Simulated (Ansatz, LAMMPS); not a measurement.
# As in place of P at several sites of glassy 67P2O5-20BaO-13Al2O3 (mol %) (86 atoms), part 3 of 4

At which site of glassy 67P2O5-20BaO-13Al2O3 (mol %) (86 atoms) does As in place of P cost least, and what about the site decides it?

Ansatz 0.2.0; Kohn-Sham DFT, PBE, PAW (set soft_2), plane waves.

The cell: 20 P, 3 Ba, 4 Al and 59 O. The quench rate of 20 K/ps is many orders above laboratory rates. The network of bonds at the start is that of the classical potential that made the cell. The Brillouin zone is sampled at Γ only, in a cell whose shortest periodic width is 11 Å. The levels lack spin–orbit coupling.

So far. Step 6 (As on a site of P, site P11): The relaxation converged after 12 steps, 2.17 eV below its start, with a largest force component of 0.035 eV/Å.

### Step 7. As on a site of P, site P14

The site has 4 bonded neighbours (O4) at 1.57 Å on average. 

input.yaml reads:

```yaml
crystal:
  lattice:
    - [10.69823, 0.0, 0.0]
    - [0.0, 10.69823, 0.0]
    - [0.0, 0.0, 10.69823]
  atoms:
    [... atom lines 1 to 10 left out ...]
    - { symbol: P, position: [0.02586, 0.48163, 0.39966] }
    - { symbol: P, position: [0.93044, 0.06751, 0.17582] }
    - { symbol: P, position: [0.07479, 0.19673, 0.39666] }
    - { symbol: As, position: [0.88437, 0.81951, 0.28834], spin: 0.6 }
    - { symbol: P, position: [0.72304, 0.1843, 0.05797] }
    - { symbol: P, position: [0.15729, 0.40149, 0.77417] }
    - { symbol: P, position: [0.95188, 0.80954, 0.7631] }
    [... atom lines 18 to 86 left out ...]
magnetization:
  spin_polarized: true
kpoints:
  mp_grid: { grid: [1, 1, 1] }
hamiltonian:
  xc: pbe
scf:
  occupations: { method: fermi_dirac, width: 0.025 }
  lower_state_search: "off"
output:
  forces: true
  eigenvalues: true
relax:
  f_tol: 0.05
  max_steps: 90
```

Started as:

```bash
> ansatz run input.yaml --threads 4 --pin off --max-ram 8192MiB --backend cpu --events-out ev --progress --plain --runs-dir out
```

Numbers of over 12 decimals in the logs are rounded to 6 here.

Log:

```text
[...]
Crystal: 86 atoms, lattice volume = 1224.435 Å³
Basis set: ecut = 420 eV, 23847 PW (Γ), exchange–correlation on 144×144×144 points (8 copies of the dense FFT grid, shifted against one another)
Bands: 341, of which v1, the nominal top of the filled ones, is band 253 counted from 1 (252 counted from 0)
Symmetry: 1 space group operations
[...]
k-points: 1
[...]
Starting moments: Σ|m| = 3 μB on 5 of 86 sites
[...]
SCF iter   1: F=—  HF=-72785.758445 eV  |F-HF|=—  |Δ(HF+E_count)|=         —  Δρ=5.86e-2 (↑5.33e-2 ↓5.86e-2)  dr2=1.66e2  dr2_m=1.60e0  M=0.000 μB ∫|m|=0.369 μB  β_m=0.30  ethr=3.10e-3  ⟨swp⟩=14.0  Hψ=4862  notcnv=0  defer=82
[...]
SCF iter   3: F=—  HF=-72737.133771 eV  |F-HF|=—  |Δ(HF+E_count)|=    1.26e1  Δρ=1.62e-2 (↑1.61e-2 ↓1.62e-2)  dr2=1.05e1  dr2_m=4.20e-1  M=0.000 μB ∫|m|=0.240 μB  β_m=0.30  ethr=3.10e-3  ⟨swp⟩=5.0  Hψ=1856  notcnv=0  defer=158
[...]
SCF iter   7: F=—  HF=-72734.071997 eV  |F-HF|=—  |Δ(HF+E_count)|=   1.75e-2  Δρ=1.77e-3 (↑1.77e-3 ↓1.76e-3)  dr2=7.15e-3  dr2_m=3.30e-2  M=0.000 μB ∫|m|=0.086 μB  β_m=0.30  ethr=1.37e-5  ⟨swp⟩=3.0  Hψ=1030  notcnv=0  defer=166
[...]
SCF iter  12: F=-72734.088428 eV  HF=-72734.088432 eV  |F-HF|=4.37e-6  |Δ(HF+E_count)|=   6.69e-6  Δρ=1.29e-5 (↑1.28e-5 ↓1.29e-5)  dr2=8.29e-6  dr2_m=2.23e-7  M=0.000 μB ∫|m|=0.000 μB  ethr=9.89e-9  ⟨swp⟩=25.5  Hψ=6019  notcnv=0
[...]
SCF 1 converged in 12 iterations: F = -72734.088428 eV  dr2 = 8.29e-6
[...]
relax step   1: F+E_penalty+E_count = -72734.08842754 eV  Δ(F+E_penalty+E_count) = +0.000e0 eV  max|allowed force component| = 1.037e1 eV/Å  Δτ_max = 0.0000 Å  (12 SCF iters, dr2 threshold 6.25e-5 eV, accepted)
[... from here on, the SCF cycles and remarks between the steps are left out ...]
relax step   2: F+E_penalty+E_count = -72735.76616804 eV  Δ(F+E_penalty+E_count) = -1.678e0 eV  max|allowed force component| = 3.426e0 eV/Å  Δτ_max = 0.1249 Å  (6 SCF iters, dr2 threshold 1.00e-4 eV, accepted)
relax step   3: F+E_penalty+E_count = -72736.15396546 eV  Δ(F+E_penalty+E_count) = -3.878e-1 eV  max|allowed force component| = 6.448e-1 eV/Å  Δτ_max = 0.0944 Å  (6 SCF iters, dr2 threshold 1.00e-4 eV, accepted)
relax step   4: F+E_penalty+E_count = -72736.16218292 eV  Δ(F+E_penalty+E_count) = -8.217e-3 eV  max|allowed force component| = 4.458e-1 eV/Å  Δτ_max = 0.1949 Å  (7 SCF iters, dr2 threshold 2.60e-5 eV, accepted)
relax step   5: F+E_penalty+E_count = -72736.14776097 eV  Δ(F+E_penalty+E_count) = +1.442e-2 eV  max|allowed force component| = 7.917e-1 eV/Å  Δτ_max = 0.1128 Å  (8 SCF iters, dr2 threshold 1.24e-5 eV, rejected (line search))
relax step   6: F+E_penalty+E_count = -72736.21991730 eV  Δ(F+E_penalty+E_count) = -5.773e-2 eV  max|allowed force component| = 1.998e-1 eV/Å  Δτ_max = 0.0550 Å  (10 SCF iters, accepted)
relax step   7: F+E_penalty+E_count = -72736.23204316 eV  Δ(F+E_penalty+E_count) = -1.213e-2 eV  max|allowed force component| = 7.485e-1 eV/Å  Δτ_max = 0.1000 Å  (8 SCF iters, dr2 threshold 8.02e-6 eV, accepted)
relax step   8: F+E_penalty+E_count = -72736.14656678 eV  Δ(F+E_penalty+E_count) = +8.548e-2 eV  max|allowed force component| = 6.525e-1 eV/Å  Δτ_max = 0.1500 Å  (7 SCF iters, dr2 threshold 1.00e-4 eV, rejected (line search))
relax step   9: F+E_penalty+E_count = -72736.25580369 eV  Δ(F+E_penalty+E_count) = -2.376e-2 eV  max|allowed force component| = 4.874e-2 eV/Å  Δτ_max = 0.0519 Å  (10 SCF iters, accepted)
SCF converged after 10 iterations
Magnetization: 0.0000 μB (253.0000 up, 253.0000 down)
Absolute magnetization: 0.0000 μB (∫|ρ↑−ρ↓|, with the PAW one-centre terms)
[...]
Per-site moments (μB) at R_I (Å): [(-1.021940697741979e-7, 0.611436), (-6.85216668435042e-8, 0.612910), (-1.5332080059414167e-8, 0.619104), (-2.4828241058096264e-7, 0.616864), (-2.4982027650709603e-8, 0.606158), [...]
Free energy (F): -72736.255804 eV
[...]
Internal energy: -72736.255804 eV  (E = F + TS)
E sigma→0 (E₀):  -72736.255804 eV
Fermi energy:    5.208871 eV
[...]
Σ components = -72736.255804   (vs F -72736.255804, Δ=0.00e0)
--- Forces (eV/Å), atoms counted from 1 ---
  atom   1  P     -0.03073558    -0.04450882    -0.02719620
  atom   2  P      0.02711509    -0.00765571    -0.02858864
  atom   3  P     -0.00017210    -0.02806391     0.01466356
  atom   4  P     -0.00616977    -0.02714163     0.01192435
[...]
atom  86  O      0.00592815     0.00063898    -0.00490498
  max |Σ_I F_I| component: 1.46e-4 eV/Å
--- Band table (eV) ---
[...]
--- Relaxed structure (9 steps of the walk, 7 accepted, 0 SCFs on fresh bases) ---
  F+E_penalty+E_count = -72736.25580369 eV   max|allowed force component| = 4.874e-2 eV/Å
  atoms:
    - { symbol: P, position: [0.438677, 0.944647, 0.453917] }
    - { symbol: P, position: [0.364600, 0.747099, 0.651576] }
    - { symbol: P, position: [0.307847, 0.950817, 0.024743] }
    - { symbol: P, position: [0.546443, 0.535691, 0.260003] }
[...]
- { symbol: O, position: [0.833519, 0.187916, 0.159755] }
```

Wall time 1.9 min (4 threads of Intel Xeon 6975P-C (Granite Rapids), shared host); peak memory 2.6 GiB.

The relaxation converged after 9 steps, 2.17 eV below its start, with a largest force component of 0.049 eV/Å.

Local excerpt of 12 atoms (numbers count through the whole input) about the As atom, after relaxation; x, y, z are measured from there.

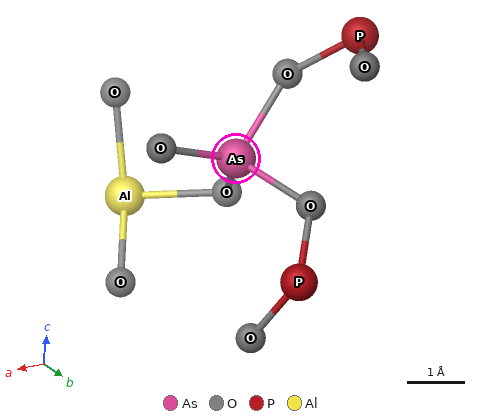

The atoms of the table, within 3.4 Å (arrows a, b, c point along x, y, z); some may hide others; the central atom is ringed.

```csv
atom,x,y,z,distance (Å),bonds
As14,0.00,0.00,0.00,0.00,4
O50,1.57,-0.10,0.46,1.64,2
O35,-0.61,-1.02,-1.19,1.68,2
O84,-1.18,-0.28,1.29,1.77,2
O40,-0.42,1.76,-0.27,1.83,2
P12,0.44,2.74,-1.18,3.02,4
Al26,0.54,-2.48,-1.64,3.02,5
O55,0.55,-2.98,0.16,3.04,2
P18,-1.98,0.69,2.28,3.10,4
O82,1.43,-1.20,-2.61,3.21,2
O58,-1.18,2.00,2.38,3.32,2
O75,0.96,2.15,-2.40,3.36,1
```

The column of bonds counts only the pairs O-P within 2.08 Å, O-Al within 2.33 Å, O-Ba within 3.29 Å, O-As within 2.23 Å; other neighbours, such as metal atoms beside each other in a compound, aren't counted, and periodic images can show an atom twice.

The largest move is 0.21 Å, by O84.

### Step 8. As on a site of P, site P16

The site has 4 bonded neighbours (O4) at 1.56 Å on average. 

input.yaml, the sections that differ from step 7:

```yaml
crystal:
  lattice:
    - [10.69823, 0.0, 0.0]
    - [0.0, 10.69823, 0.0]
    - [0.0, 0.0, 10.69823]
  atoms:
    [... atom lines 1 to 12 left out ...]
    - { symbol: P, position: [0.07479, 0.19673, 0.39666] }
    - { symbol: P, position: [0.88437, 0.81951, 0.28834] }
    - { symbol: P, position: [0.72304, 0.1843, 0.05797] }
    - { symbol: As, position: [0.15729, 0.40149, 0.77417], spin: 0.6 }
    - { symbol: P, position: [0.95188, 0.80954, 0.7631] }
    - { symbol: P, position: [0.70337, 0.88227, 0.49234] }
    - { symbol: P, position: [0.11426, 0.36447, 0.03857] }
    [... atom lines 20 to 86 left out ...]
# magnetization, kpoints, hamiltonian, scf, output, relax: as in step 7
```

Log:

```text
[...]
Crystal: 86 atoms, lattice volume = 1224.435 Å³
Basis set: ecut = 420 eV, 23847 PW (Γ), exchange–correlation on 144×144×144 points (8 copies of the dense FFT grid, shifted against one another)
Bands: 341, of which v1, the nominal top of the filled ones, is band 253 counted from 1 (252 counted from 0)
Symmetry: 1 space group operations
[...]
k-points: 1
[...]
Starting moments: Σ|m| = 3 μB on 5 of 86 sites
[...]
SCF iter   1: F=—  HF=-72784.985469 eV  |F-HF|=—  |Δ(HF+E_count)|=         —  Δρ=5.84e-2 (↑5.35e-2 ↓5.84e-2)  dr2=1.64e2  dr2_m=1.59e0  M=0.000 μB ∫|m|=0.380 μB  β_m=0.30  ethr=3.10e-3  ⟨swp⟩=14.0  Hψ=4905  notcnv=0  defer=93
[...]
SCF iter   3: F=—  HF=-72737.094561 eV  |F-HF|=—  |Δ(HF+E_count)|=    1.22e1  Δρ=1.62e-2 (↑1.61e-2 ↓1.62e-2)  dr2=1.04e1  dr2_m=4.21e-1  M=0.000 μB ∫|m|=0.241 μB  β_m=0.30  ethr=3.10e-3  ⟨swp⟩=4.0  Hψ=1835  notcnv=0  defer=168
[...]
SCF iter   7: F=—  HF=-72734.101486 eV  |F-HF|=—  |Δ(HF+E_count)|=   1.74e-2  Δρ=1.78e-3 (↑1.78e-3 ↓1.76e-3)  dr2=7.51e-3  dr2_m=3.33e-2  M=0.000 μB ∫|m|=0.086 μB  β_m=0.30  ethr=1.36e-5  ⟨swp⟩=3.0  Hψ=1028  notcnv=0  defer=166
[...]
SCF iter  12: F=-72734.117626 eV  HF=-72734.117636 eV  |F-HF|=1.03e-5  |Δ(HF+E_count)|=   1.17e-5  Δρ=1.73e-5 (↑1.71e-5 ↓1.73e-5)  dr2=1.55e-5  dr2_m=4.13e-8  M=0.000 μB ∫|m|=0.000 μB  ethr=1.24e-8  ⟨swp⟩=24.5  Hψ=5929  notcnv=0
[...]
SCF 1 converged in 12 iterations: F = -72734.117626 eV  dr2 = 1.55e-5
[...]
relax step   1: F+E_penalty+E_count = -72734.11762553 eV  Δ(F+E_penalty+E_count) = +0.000e0 eV  max|allowed force component| = 1.053e1 eV/Å  Δτ_max = 0.0000 Å  (12 SCF iters, dr2 threshold 6.25e-5 eV, accepted)
[... from here on, the SCF cycles and remarks between the steps are left out ...]
relax step   2: F+E_penalty+E_count = -72735.78997344 eV  Δ(F+E_penalty+E_count) = -1.672e0 eV  max|allowed force component| = 3.217e0 eV/Å  Δτ_max = 0.1302 Å  (6 SCF iters, dr2 threshold 1.00e-4 eV, accepted)
relax step   3: F+E_penalty+E_count = -72736.10455630 eV  Δ(F+E_penalty+E_count) = -3.146e-1 eV  max|allowed force component| = 1.680e0 eV/Å  Δτ_max = 0.1902 Å  (6 SCF iters, dr2 threshold 1.00e-4 eV, accepted)
relax step   4: F+E_penalty+E_count = -72736.26877580 eV  Δ(F+E_penalty+E_count) = -1.642e-1 eV  max|allowed force component| = 4.569e-1 eV/Å  Δτ_max = 0.1896 Å  (6 SCF iters, dr2 threshold 1.00e-4 eV, accepted)
relax step   5: F+E_penalty+E_count = -72736.22151677 eV  Δ(F+E_penalty+E_count) = +4.726e-2 eV  max|allowed force component| = 1.561e0 eV/Å  Δτ_max = 0.1395 Å  (7 SCF iters, dr2 threshold 1.54e-5 eV, rejected (line search))
relax step   6: F+E_penalty+E_count = -72736.31372602 eV  Δ(F+E_penalty+E_count) = -4.495e-2 eV  max|allowed force component| = 1.634e-1 eV/Å  Δτ_max = 0.0526 Å  (9 SCF iters, accepted)
relax step   7: F+E_penalty+E_count = -72736.31842944 eV  Δ(F+E_penalty+E_count) = -4.703e-3 eV  max|allowed force component| = 1.635e-1 eV/Å  Δτ_max = 0.0168 Å  (8 SCF iters, accepted)
relax step   8: F+E_penalty+E_count = -72736.32692226 eV  Δ(F+E_penalty+E_count) = -8.493e-3 eV  max|allowed force component| = 7.820e-2 eV/Å  Δτ_max = 0.0554 Å  (7 SCF iters, dr2 threshold 3.42e-6 eV, accepted)
relax step   9: F+E_penalty+E_count = -72736.33079769 eV  Δ(F+E_penalty+E_count) = -3.875e-3 eV  max|allowed force component| = 6.929e-2 eV/Å  Δτ_max = 0.0320 Å  (9 SCF iters, accepted)
relax step  10: F+E_penalty+E_count = -72736.33675149 eV  Δ(F+E_penalty+E_count) = -5.954e-3 eV  max|allowed force component| = 7.349e-2 eV/Å  Δτ_max = 0.0717 Å  (9 SCF iters, accepted)
relax step  11: F+E_penalty+E_count = -72736.34216873 eV  Δ(F+E_penalty+E_count) = -5.417e-3 eV  max|allowed force component| = 7.658e-2 eV/Å  Δτ_max = 0.0690 Å  (7 SCF iters, dr2 threshold 4.24e-6 eV, accepted)
relax step  12: F+E_penalty+E_count = -72736.35432963 eV  Δ(F+E_penalty+E_count) = -1.216e-2 eV  max|allowed force component| = 3.142e-1 eV/Å  Δτ_max = 0.1315 Å  (8 SCF iters, dr2 threshold 5.86e-6 eV, accepted)
relax step  13: F+E_penalty+E_count = -72736.37331958 eV  Δ(F+E_penalty+E_count) = -1.899e-2 eV  max|allowed force component| = 6.824e-1 eV/Å  Δτ_max = 0.1953 Å  (6 SCF iters, dr2 threshold 9.87e-5 eV, accepted)
relax step  14: F+E_penalty+E_count = -72736.39851637 eV  Δ(F+E_penalty+E_count) = -2.520e-2 eV  max|allowed force component| = 5.369e-1 eV/Å  Δτ_max = 0.0430 Å  (5 SCF iters, dr2 threshold 1.00e-4 eV, accepted)
relax step  15: F+E_penalty+E_count = -72736.42014682 eV  Δ(F+E_penalty+E_count) = -2.163e-2 eV  max|allowed force component| = 3.620e-1 eV/Å  Δτ_max = 0.0410 Å  (5 SCF iters, dr2 threshold 1.00e-4 eV, accepted)
relax step  16: F+E_penalty+E_count = -72736.43436928 eV  Δ(F+E_penalty+E_count) = -1.422e-2 eV  max|allowed force component| = 1.235e-1 eV/Å  Δτ_max = 0.0275 Å  (5 SCF iters, dr2 threshold 5.96e-5 eV, accepted)
relax step  17: F+E_penalty+E_count = -72736.33712512 eV  Δ(F+E_penalty+E_count) = +9.724e-2 eV  max|allowed force component| = 4.378e-1 eV/Å  Δτ_max = 0.1593 Å  (11 SCF iters, rejected (line search))
relax step  18: F+E_penalty+E_count = -72736.44450282 eV  Δ(F+E_penalty+E_count) = -1.013e-2 eV  max|allowed force component| = 9.366e-2 eV/Å  Δτ_max = 0.0372 Å  (10 SCF iters, accepted)
relax step  19: F+E_penalty+E_count = -72736.43373322 eV  Δ(F+E_penalty+E_count) = +1.077e-2 eV  max|allowed force component| = 1.672e-1 eV/Å  Δτ_max = 0.0878 Å  (9 SCF iters, rejected (line search))
relax step  20: F+E_penalty+E_count = -72736.44907486 eV  Δ(F+E_penalty+E_count) = -4.572e-3 eV  max|allowed force component| = 4.206e-2 eV/Å  Δτ_max = 0.0427 Å  (9 SCF iters, accepted)
SCF converged after 9 iterations
Magnetization: 0.0000 μB (253.0000 up, 253.0000 down)
Absolute magnetization: 0.0000 μB (∫|ρ↑−ρ↓|, with the PAW one-centre terms)
[...]
Per-site moments (μB) at R_I (Å): [(-1.29093232950587e-9, 0.612174), (5.701035265277698e-9, 0.614039), (2.452120836549728e-9, 0.619786), (-6.2486000883168565e-9, 0.617402), (-6.347539132899153e-9, 0.605057), [...]
Free energy (F): -72736.449075 eV
[...]
Internal energy: -72736.449075 eV  (E = F + TS)
E sigma→0 (E₀):  -72736.449075 eV
Fermi energy:    4.747272 eV
[...]
Σ components = -72736.449075   (vs F -72736.449075, Δ=0.00e0)
--- Forces (eV/Å), atoms counted from 1 ---
  atom   1  P     -0.03332977     0.00332221    -0.01499730
  atom   2  P      0.03501437    -0.01993520    -0.00616292
  atom   3  P      0.02063905     0.00427373    -0.01369218
  atom   4  P      0.00162552     0.01199863    -0.00179988
[...]
atom  86  O     -0.00472628    -0.00120516    -0.00561059
  max |Σ_I F_I| component: 1.55e-4 eV/Å
--- Band table (eV) ---
[...]
--- Relaxed structure (20 steps of the walk, 17 accepted, 0 SCFs on fresh bases) ---
  F+E_penalty+E_count = -72736.44907486 eV   max|allowed force component| = 4.206e-2 eV/Å
  atoms:
    - { symbol: P, position: [0.436980, 0.943238, 0.455665] }
    - { symbol: P, position: [0.373834, 0.740265, 0.653351] }
    - { symbol: P, position: [0.307712, 0.937187, 0.032481] }
    - { symbol: P, position: [0.544846, 0.533336, 0.261517] }
[...]
- { symbol: O, position: [0.836023, 0.189233, 0.159363] }
```

The job ended after 4 min (4 threads; peak memory 2.6 GiB).

The relaxation converged after 20 steps, 2.33 eV below its start, with a largest force component of 0.042 eV/Å.

A closer look about the As atom, after relaxation: 15 atoms, nearest first, numbered in the order of the input, with positions taken from that point.

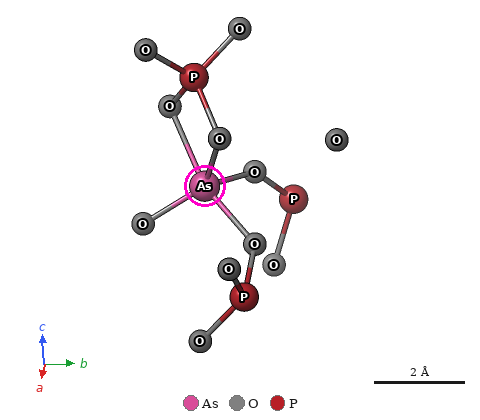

The atoms of the table, within 3.8 Å (arrows a, b, c point along x, y, z); some may hide others; the central atom is ringed.

```csv
atom,x,y,z,distance (Å),bonds
As16,0.00,0.00,0.00,0.00,5
O80,0.15,-1.42,-0.81,1.64,2
O59,0.93,1.14,-1.07,1.82,2
O69,0.92,0.48,1.49,1.82,2
O77,-1.50,1.01,-0.26,1.83,2
O46,-1.06,-0.77,1.53,2.02,2
P19,-0.13,-0.10,2.57,2.58,4
P7,2.34,0.95,-1.79,3.10,4
P6,-2.40,1.77,-1.29,3.25,4
O60,3.39,0.75,-0.71,3.54,2
O57,0.99,3.13,1.41,3.57,1
O33,2.22,-0.10,-2.88,3.64,2
O71,-0.77,0.93,3.47,3.68,2
O81,-2.11,1.27,-2.75,3.69,2
O66,0.61,-1.09,3.55,3.76,2
```

The column of bonds counts only the pairs O-P within 2.08 Å, O-Al within 2.33 Å, O-Ba within 3.29 Å, O-As within 2.26 Å; other neighbours, such as metal atoms beside each other in a compound, aren't counted, and periodic images can show an atom twice.

The largest move is 0.76 Å, by O46.

(Part 3 of 4 ends here.)

[Logs are printed without paths, hosts, clocks, repeated set-up lines and the standing remarks that a program may print on its own settings, such as how far it seeks lower states.]

[Hosts, paths, dates, database ids (printed as entryN), source tags and the programs' standing remarks are cut or masked in the printed files.]
